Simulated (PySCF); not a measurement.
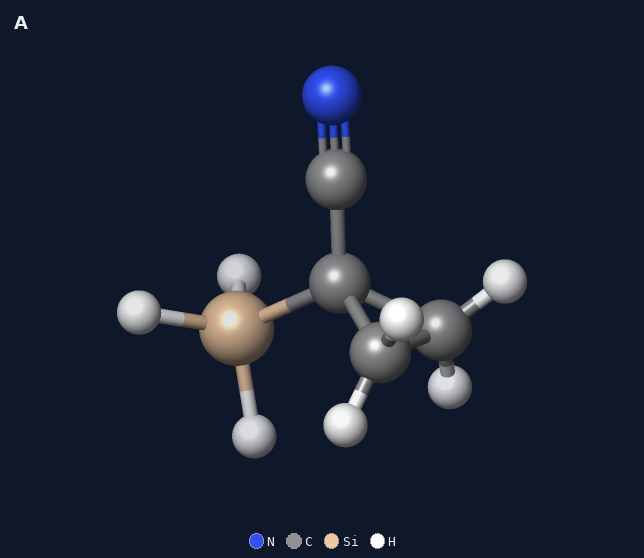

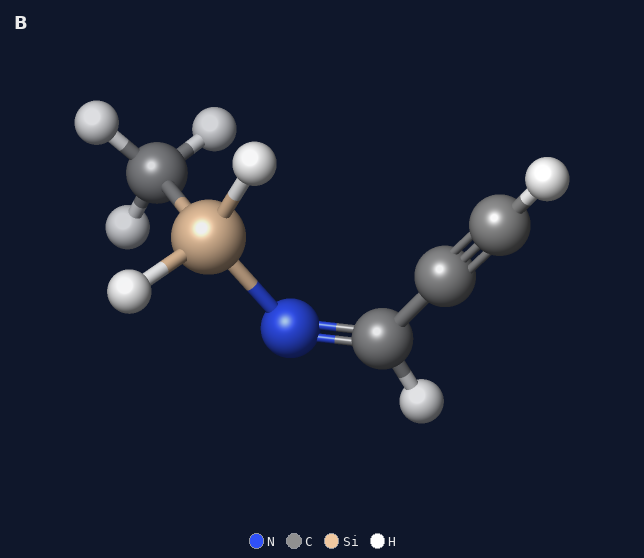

2 stationary structures of one formula. Geometries: PBE0-D3(BJ)/def2-SVP. Electronic energies: PBE0-D3(BJ)/def2-SVP (PySCF 2.14.0), without zero-point energy. No frequency run is at hand to confirm each as a minimum. Each is one conformer, not always the lowest.

> How are they related?

They are constitutional isomers of C4H7NSi: A `N#CC1([SiH3])CC1`, B `C#C/C=N\[SiH2]C`.

> Which is lowest in energy, and by how much?

A is lowest; B lies 0.831 eV above it.
